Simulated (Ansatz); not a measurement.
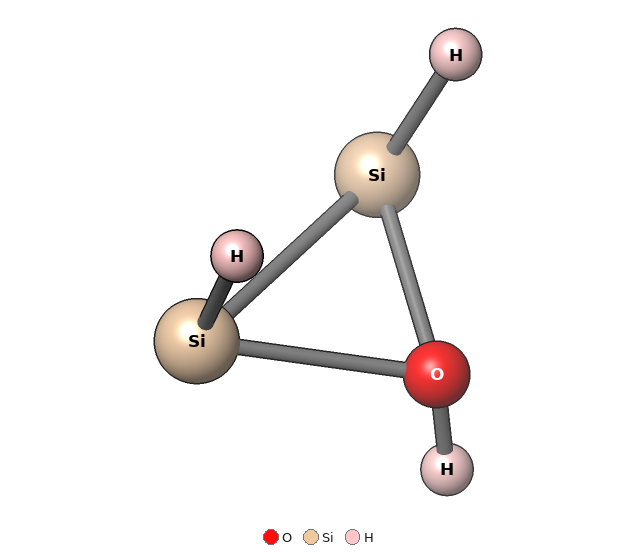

Atoms fade into the background with distance from the viewer. State: charge −1, singlet. The geometry was computed by an optimisation with PBE0-D4/def2-TZVPD. No frequency run is at hand to confirm it as a minimum.

Q: Which symmetry elements does this geometry have?

A: It has 1 mirror plane, so the point group is Cs. The group has 2 operations. The geometry is achiral, and symmetry allows a dipole moment.
